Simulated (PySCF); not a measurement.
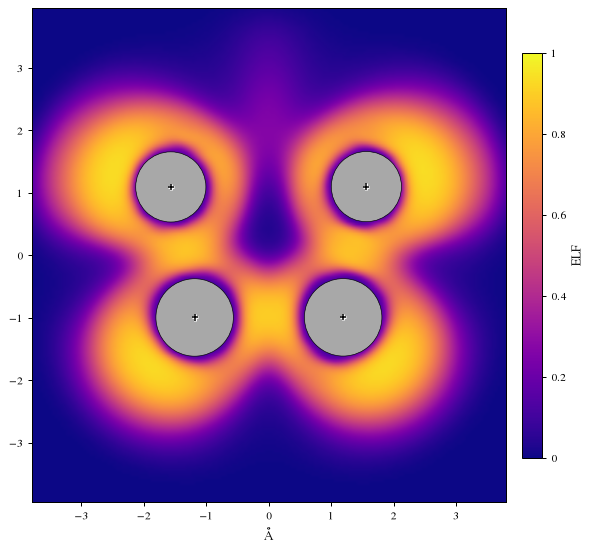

The ELF on a plane through atoms (crosses mark nuclei in the plane; grey discs cover the cores).

The calculation used PySCF, PBE0/pcSseg-1, SCF density, gas phase, non-relativistic.

Candidates:
A. P4S4
B. H6Si6

### Which candidate gave the map?

Candidate A: P4S4 on the plane of atoms P5, P1 and S8, which holds P and S. P–S (2.12 Å): the ELF peaks at about 0.90 between the atoms (a shared electron pair). P–P (2.38 Å): the ELF peaks at about 0.90 between the atoms: a covalent bond.
